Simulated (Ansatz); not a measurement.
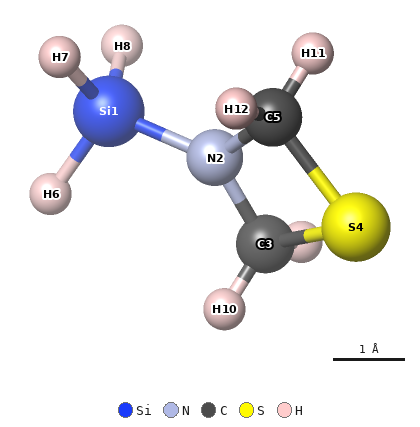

*The structure as given in the input (ball-and-stick view, seen at a tilt; atoms are numbered from 1 in the order of the input).*

Bond lengths as drawn: C–H 1.10 Å, C–N 1.48 Å, C–S 1.96 Å, H–Si 1.51 to 1.52 Å and N–Si 1.79 Å.

Nudged elastic band of C₂H₇NSSi (part 1 of 2)

C₂H₇NSSi, computed with RKS BLYP-D4/6-31G (Ansatz 0.2.0).

The run did not end well. It belongs to a series of runs on one base structure; here: band between the two ends.

The input:
```yaml
crystal:
  periodic: [false, false, false]
  atoms:
    - { symbol: Si, position_ang: [-1.396198, 0.199712, 0.965404] }
    - { symbol: "N", position_ang: [0.06697, -0.012699, -0.039654] }
    - { symbol: C, position_ang: [1.387641, 0.623868, 0.129989] }
    - { symbol: S, position_ang: [2.051443, -0.19189, -1.523041] }
    - { symbol: C, position_ang: [0.243164, -0.882358, -1.219053] }
    - { symbol: H, position_ang: [-1.369759, 1.611215, 1.507234] }
    - { symbol: H, position_ang: [-2.592102, -0.026727, 0.068479] }
    - { symbol: H, position_ang: [-1.516529, -0.748619, 2.14869] }
    - { symbol: H, position_ang: [1.980393, 0.276002, 0.992876] }
    - { symbol: H, position_ang: [1.379284, 1.7246, 0.078206] }
    - { symbol: H, position_ang: [0.277005, -1.96597, -1.015282] }
    - { symbol: H, position_ang: [-0.434312, -0.662435, -2.059848] }
basis:
  gaussian: { orbitals: "6-31G" }
hamiltonian:
  xc: blyp
  dispersion: d4
neb:
  order_check: false
  images: 8
  f_tol: 0.05
  max_iterations: 38
  climbing: false
  final_atoms:
    - { symbol: Si, position_ang: [-1.25937349, -0.4565162, 1.58096748] }
    - { symbol: "N", position_ang: [-0.15133752, 0.19710578, -0.08772299] }
    - { symbol: C, position_ang: [1.27844519, 0.61100701, 0.21677161] }
    - { symbol: S, position_ang: [1.97657457, -0.24930383, -1.39349295] }
    - { symbol: C, position_ang: [0.14680699, -0.87901108, -1.11792569] }
    - { symbol: H, position_ang: [-1.41838807, 1.06540943, 1.97405821] }
    - { symbol: H, position_ang: [-2.53602052, -0.4156277, 0.65115472] }
    - { symbol: H, position_ang: [-0.66707129, 0.97603058, -0.5200813] }
    - { symbol: H, position_ang: [1.63016397, 0.10085196, 1.12069189] }
    - { symbol: H, position_ang: [1.43007013, 1.69400062, 0.25726972] }
    - { symbol: H, position_ang: [0.13681495, -1.86554512, -0.64077326] }
    - { symbol: H, position_ang: [-0.48968492, -0.83370244, -2.00691743] }
  initial_path:
    images:
      - { positions_ang: [[-1.396198, 0.199712, 0.965404], [0.06697, -0.012699, -0.039654], [1.387641, 0.623868, 0.129989], [2.051443, -0.19189, -1.523041], [0.243164, -0.882358, -1.219053], [-1.369759, 1.611215, 1.507234], [-2.592102, -0.026727, 0.068479], [-1.516529, -0.748619, 2.14869], [1.980393, 0.276002, 0.992876], [1.379284, 1.7246, 0.078206], [0.277005, -1.96597, -1.015282], [-0.434312, -0.662435, -2.059848]] }
      - { positions_ang: [[-1.3971418, 0.20880234, 0.95322172], [0.02051785, 0.0439138, -0.06961455], [1.3486315, 0.60443658, 0.14311357], [1.99533963, -0.15409998, -1.50816845], [0.2267768, -0.8828718, -1.18764114], [-1.39520201, 1.6149138, 1.51778777], [-2.60864168, -0.01422396, 0.08496989], [-1.25066093, -0.69728209, 1.86903353], [1.9084494, 0.20185512, 1.00790826], [1.39742685, 1.69467176, 0.15684789], [0.27966017, -1.93984452, -0.91138733], [-0.44815578, -0.73557204, -2.02207116]] }
      - { positions_ang: [[-1.39808561, 0.21789268, 0.94103943], [-0.02593429, 0.10052661, -0.09957509], [1.309622, 0.58500515, 0.15623815], [1.93923626, -0.11630996, -1.4932959], [0.2103896, -0.88338561, -1.15622928], [-1.42064501, 1.61861259, 1.52834154], [-2.62518136, -0.00172092, 0.10146079], [-0.98479286, -0.64594518, 1.58937707], [1.8365058, 0.12770824, 1.02294051], [1.4155697, 1.66474352, 0.23548977], [0.28231533, -1.91371904, -0.80749267], [-0.46199955, -0.80870909, -1.98429433]] }
      - { positions_ang: [[-1.39902941, 0.22698302, 0.92885715], [-0.07238644, 0.15713941, -0.12953564], [1.27061251, 0.56557373, 0.16936272], [1.88313289, -0.07851994, -1.47842335], [0.1940024, -0.88389941, -1.12481742], [-1.44608802, 1.62231139, 1.53889532], [-2.64172104, 0.01078212, 0.11795168], [-0.7189248, -0.59460828, 1.3097206], [1.76456219, 0.05356137, 1.03797277], [1.43371255, 1.63481528, 0.31413166], [0.2849705, -1.88759356, -0.703598], [-0.47584333, -0.88184613, -1.94651749]] }
      - { positions_ang: [[-1.39997322, 0.23607336, 0.91667487], [-0.11883859, 0.21375221, -0.15949619], [1.23160301, 0.5461423, 0.1824873], [1.82702952, -0.04072992, -1.46355081], [0.1776152, -0.88441321, -1.09340556], [-1.47153102, 1.62601019, 1.54944909], [-2.65826072, 0.02328516, 0.13444257], [-0.45305673, -0.54327137, 1.03006414], [1.69261859, -0.02058551, 1.05300503], [1.4518554, 1.60488705, 0.39277355], [0.28762567, -1.86146808, -0.59970333], [-0.4896871, -0.95498317, -1.90874066]] }
      - { positions_ang: [[-1.3847705, 0.16315911, 0.98507081], [-0.14309498, 0.23706385, -0.16483719], [1.21947014, 0.5447133, 0.19212981], [1.8187108, -0.04710923, -1.44915658], [0.16690887, -0.88404134, -1.08216919], [-1.47693425, 1.56536512, 1.60131845], [-2.65202944, -0.01992603, 0.19918432], [-0.35867254, -0.35164364, 0.73353399], [1.65370425, -0.04004663, 1.0672068], [1.4574983, 1.60148711, 0.41266952], [0.272049, -1.85030976, -0.55809125], [-0.49583965, -0.97401289, -1.90285949]] }
      - { positions_ang: [[-1.35342124, 0.00824029, 1.13404498], [-0.14515562, 0.22707434, -0.14555864], [1.2342139, 0.56128673, 0.19829026], [1.85817675, -0.09765788, -1.43524067], [0.1618834, -0.88278377, -1.09110831], [-1.46229771, 1.4403762, 1.69450339], [-2.62302721, -0.11885145, 0.31217692], [-0.43577223, -0.01972508, 0.42013017], [1.64781918, -0.00482198, 1.08057807], [1.45064126, 1.62461549, 0.37381957], [0.23824049, -1.8541186, -0.57876175], [-0.49430096, -0.93893528, -1.92887397]] }
      - { positions_ang: [[-1.32207199, -0.14667854, 1.28301914], [-0.14721625, 0.21708482, -0.12628009], [1.24895767, 0.57786015, 0.20445071], [1.89764269, -0.14820653, -1.42132477], [0.15685793, -0.88152621, -1.10004744], [-1.44766116, 1.31538728, 1.78768833], [-2.59402498, -0.21777687, 0.42516952], [-0.51287192, 0.31219347, 0.10672635], [1.64193411, 0.03040266, 1.09394934], [1.44378421, 1.64774387, 0.33496962], [0.20443197, -1.85792744, -0.59943225], [-0.49276228, -0.90385766, -1.95488846]] }
      - { positions_ang: [[-1.29072274, -0.30159737, 1.43199331], [-0.14927689, 0.2070953, -0.10700154], [1.26370143, 0.59443358, 0.21061116], [1.93710863, -0.19875518, -1.40740886], [0.15183246, -0.88026865, -1.10898656], [-1.43302462, 1.19039835, 1.88087327], [-2.56502275, -0.31670228, 0.53816212], [-0.58997161, 0.64411202, -0.20667748], [1.63604904, 0.06562731, 1.10732062], [1.43692717, 1.67087224, 0.29611967], [0.17062346, -1.86173628, -0.62010276], [-0.4912236, -0.86878005, -1.98090295]] }
      - { positions_ang: [[-1.25937349, -0.4565162, 1.58096748], [-0.15133752, 0.19710578, -0.08772299], [1.27844519, 0.61100701, 0.21677161], [1.97657457, -0.24930383, -1.39349295], [0.14680699, -0.87901108, -1.11792569], [-1.41838807, 1.06540943, 1.97405821], [-2.53602052, -0.4156277, 0.65115472], [-0.66707129, 0.97603058, -0.5200813], [1.63016397, 0.10085196, 1.12069189], [1.43007013, 1.69400062, 0.25726972], [0.13681495, -1.86554512, -0.64077326], [-0.48968492, -0.83370244, -2.00691743]] }
```

Machine: 1 thread of Arm Neoverse V2, 24 GiB of memory available, shared host.

Launch command:
```bash
ansatz run input.yaml --threads 1 --pin off --max-ram 2048MiB --backend cpu --events-out ev --progress --plain --runs-dir out
```

What the program printed:
```
Engine: ansatz 0.2.0, aarch64-unknown-linux-gnu
Functional definition: BLYP
  parameter beta = 0.0042
  parameter a = 0.04918
  parameter b = 0.132
  parameter c = 0.2533
  parameter d = 0.349
  exchange = b88_x(beta = beta)
  correlation = lyp_c(a = a, b = b, c = c, d = d)
961 factors; integrals over basis functions are off by at most 1.7e-4 eV
mean field evaluation 1: about -22376.5187 eV, gradient 5.8e1 eV
mean field evaluation 2: about -22335.0123 eV, gradient 1.3e2 eV
mean field evaluation 4: about -22384.2002 eV, gradient 9.6e0 eV
mean field evaluation 8: about -22384.3939 eV, gradient 7.2e-2 eV
mean field evaluation 16: about -22384.3939 eV, gradient 2.2e-5 eV
mean field -22384.39392989 eV, -822.6113042362 hartree, gradient 2.2e-5 eV, S^2 0.000000; 0 other end points of the search recorded, 0 dependent functions left out
the calculation of the forces begins
reference -22384.39427904 eV, -822.6113170674 hartree; 28, 28 occupied and 39, 39 virtual orbitals, 961 factors
961 factors; integrals over basis functions are off by at most 1.9e-4 eV
mean field evaluation 32: about -22383.6074 eV, gradient 6.3e-5 eV
mean field -22383.60737505 eV, -822.5823988789 hartree, gradient 6.3e-5 eV, S^2 0.000000; 0 other end points of the search recorded, 0 dependent functions left out
[... from here on the field's lines of each further geometry are left out, up to the last ...]
NEB iter   1: max|band force component| = 2.122e2 eV/Å  barrier→ = 40.0598 eV  barrier← = 39.3317 eV  Δτ_max = 0.2000 Å  (256 SCF iters)
NEB iter   2: max|band force component| = 3.592e1 eV/Å  barrier→ = 8.6053 eV  barrier← = 7.8772 eV  Δτ_max = 0.1977 Å  (230 SCF iters)
NEB iter   3: max|band force component| = 2.469e1 eV/Å  barrier→ = 5.5755 eV  barrier← = 4.8473 eV  Δτ_max = 0.1978 Å  (239 SCF iters)
NEB iter   4: max|band force component| = 1.006e1 eV/Å  barrier→ = 3.2261 eV  barrier← = 2.4979 eV  Δτ_max = 0.1976 Å  (224 SCF iters)
NEB iter   5: max|band force component| = 4.513e0 eV/Å  barrier→ = 2.6996 eV  barrier← = 1.9715 eV  Δτ_max = 0.2000 Å  (228 SCF iters)
NEB iter   6: max|band force component| = 2.750e0 eV/Å  barrier→ = 3.4156 eV  barrier← = 2.6875 eV  Δτ_max = 0.1972 Å  (226 SCF iters)
NEB iter   7: max|band force component| = 4.686e0 eV/Å  barrier→ = 3.8819 eV  barrier← = 3.1538 eV  Δτ_max = 0.1025 Å  (224 SCF iters)
NEB iter   8: max|band force component| = 2.367e0 eV/Å  barrier→ = 2.7747 eV  barrier← = 2.0466 eV  Δτ_max = 0.2000 Å  (227 SCF iters)
NEB iter   9: max|band force component| = 3.007e0 eV/Å  barrier→ = 2.8565 eV  barrier← = 2.1284 eV  Δτ_max = 0.0995 Å  (234 SCF iters)
NEB iter  10: max|band force component| = 1.744e0 eV/Å  barrier→ = 2.5555 eV  barrier← = 1.8274 eV  Δτ_max = 0.2000 Å  (218 SCF iters)
NEB iter  11: max|band force component| = 2.859e0 eV/Å  barrier→ = 2.2787 eV  barrier← = 1.5505 eV  Δτ_max = 0.1007 Å  (224 SCF iters)
NEB iter  12: max|band force component| = 1.184e0 eV/Å  barrier→ = 2.2455 eV  barrier← = 1.5174 eV  Δτ_max = 0.2000 Å  (214 SCF iters)
NEB iter  13: max|band force component| = 7.729e-1 eV/Å  barrier→ = 2.4603 eV  barrier← = 1.7322 eV  Δτ_max = 0.1958 Å  (228 SCF iters)
NEB iter  14: max|band force component| = 1.703e0 eV/Å  barrier→ = 2.2719 eV  barrier← = 1.5438 eV  Δτ_max = 0.1005 Å  (222 SCF iters)
NEB iter  15: max|band force component| = 1.676e0 eV/Å  barrier→ = 2.2561 eV  barrier← = 1.5280 eV  Δτ_max = 0.1003 Å  (221 SCF iters)
NEB iter  16: max|band force component| = 1.991e0 eV/Å  barrier→ = 2.2313 eV  barrier← = 1.5032 eV  Δτ_max = 0.1000 Å  (221 SCF iters)
NEB iter  17: max|band force component| = 9.361e-1 eV/Å  barrier→ = 2.2403 eV  barrier← = 1.5122 eV  Δτ_max = 0.1991 Å  (218 SCF iters)
NEB iter  18: max|band force component| = 2.508e0 eV/Å  barrier→ = 2.2524 eV  barrier← = 1.5243 eV  Δτ_max = 0.0997 Å  (227 SCF iters)
NEB iter  19: max|band force component| = 6.939e-1 eV/Å  barrier→ = 2.2533 eV  barrier← = 1.5252 eV  Δτ_max = 0.1999 Å  (219 SCF iters)
NEB iter  20: max|band force component| = 9.104e-1 eV/Å  barrier→ = 2.4715 eV  barrier← = 1.7434 eV  Δτ_max = 0.1011 Å  (231 SCF iters)
NEB iter  21: max|band force component| = 6.979e-1 eV/Å  barrier→ = 2.3354 eV  barrier← = 1.6072 eV  Δτ_max = 0.1001 Å  (223 SCF iters)
NEB iter  22: max|band force component| = 9.713e-1 eV/Å  barrier→ = 2.2413 eV  barrier← = 1.5132 eV  Δτ_max = 0.0501 Å  (227 SCF iters)
NEB iter  23: max|band force component| = 1.019e0 eV/Å  barrier→ = 2.2391 eV  barrier← = 1.5110 eV  Δτ_max = 0.1004 Å  (206 SCF iters)
NEB iter  24: max|band force component| = 1.274e0 eV/Å  barrier→ = 2.2360 eV  barrier← = 1.5079 eV  Δτ_max = 0.0503 Å  (215 SCF iters)
NEB iter  25: max|band force component| = 1.164e0 eV/Å  barrier→ = 2.2324 eV  barrier← = 1.5043 eV  Δτ_max = 0.0501 Å  (217 SCF iters)
NEB iter  26: max|band force component| = 1.260e0 eV/Å  barrier→ = 2.2290 eV  barrier← = 1.5009 eV  Δτ_max = 0.0682 Å  (221 SCF iters)
NEB iter  27: max|band force component| = 1.349e0 eV/Å  barrier→ = 2.2249 eV  barrier← = 1.4968 eV  Δτ_max = 0.2000 Å  (225 SCF iters)
NEB iter  28: max|band force component| = 1.812e0 eV/Å  barrier→ = 2.2368 eV  barrier← = 1.5087 eV  Δτ_max = 0.1006 Å  (228 SCF iters)
NEB iter  29: max|band force component| = 4.954e-1 eV/Å  barrier→ = 2.2394 eV  barrier← = 1.5113 eV  Δτ_max = 0.2000 Å  (221 SCF iters)
NEB iter  30: max|band force component| = 2.617e-1 eV/Å  barrier→ = 2.2324 eV  barrier← = 1.5043 eV  Δτ_max = 0.2000 Å  (232 SCF iters)
NEB iter  31: max|band force component| = 5.431e-1 eV/Å  barrier→ = 2.2087 eV  barrier← = 1.4806 eV  Δτ_max = 0.1002 Å  (237 SCF iters)
NEB iter  32: max|band force component| = 5.093e-1 eV/Å  barrier→ = 2.1943 eV  barrier← = 1.4662 eV  Δτ_max = 0.0998 Å  (225 SCF iters)
NEB iter  33: max|band force component| = 2.316e-1 eV/Å  barrier→ = 2.1843 eV  barrier← = 1.4562 eV  Δτ_max = 0.1994 Å  (222 SCF iters)
NEB iter  34: max|band force component| = 3.277e-1 eV/Å  barrier→ = 2.1748 eV  barrier← = 1.4467 eV  Δτ_max = 0.1002 Å  (229 SCF iters)
NEB iter  35: max|band force component| = 2.623e-1 eV/Å  barrier→ = 2.1589 eV  barrier← = 1.4307 eV  Δτ_max = 0.1018 Å  (222 SCF iters)
NEB iter  36: max|band force component| = 2.019e-1 eV/Å  barrier→ = 2.1433 eV  barrier← = 1.4152 eV  Δτ_max = 0.1015 Å  (226 SCF iters)
NEB iter  37: max|band force component| = 2.659e-1 eV/Å  barrier→ = 2.1265 eV  barrier← = 1.3984 eV  Δτ_max = 0.0502 Å  (224 SCF iters)
the calculation of the forces begins
reference -22382.40520822 eV, -822.5382200628 hartree; 28, 28 occupied and 39, 39 virtual orbitals, 961 factors
these checks for a lower state are left out or cut short: starts, cluster_reference, orbital_swaps, neighbouring_geometries, increment
961 factors; integrals over basis functions are off by at most 1.9e-4 eV
mean field -22383.11336242 eV, -822.5642442497 hartree, gradient 8.6e-6 eV, S^2 0.000000; 0 other end points of the search recorded, 0 dependent functions left out
the calculation of the forces begins
reference -22383.11370582 eV, -822.5642568696 hartree; 28, 28 occupied and 39, 39 virtual orbitals, 961 factors
NEB iter  38: max|band force component| = 1.782e-1 eV/Å  barrier→ = 2.1156 eV  barrier← = 1.3875 eV  Δτ_max = 0.0502 Å  (222 SCF iters)
```

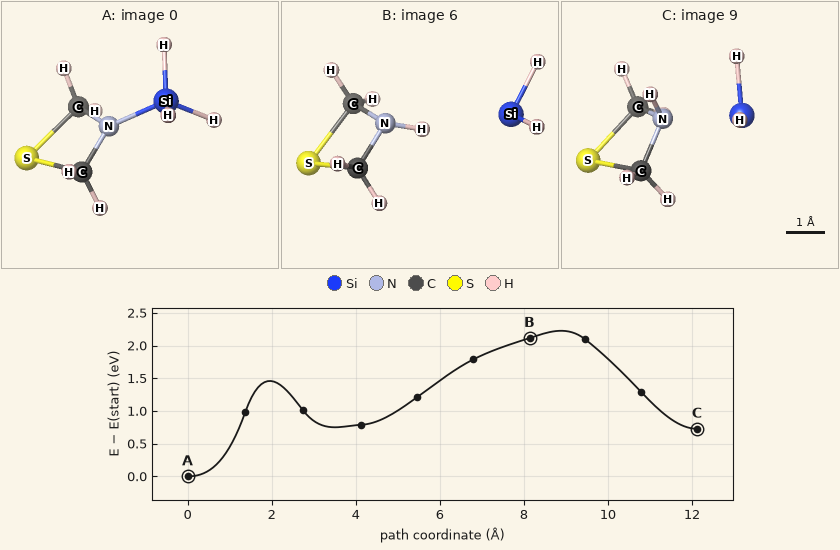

*Images of the last band (counted from 0; ball-and-stick, seen at a tilt) above the energy along the path; the line is a cubic interpolation that uses the forces.*

The highest image is number 6, 2.116 eV above the start and 1.387 eV above the end; the end lies 0.728 eV above the start. A further maximum stands at image 2, 1.013 eV from the start. The path is 12.12 Å long. The band had not converged after 38 iterations.
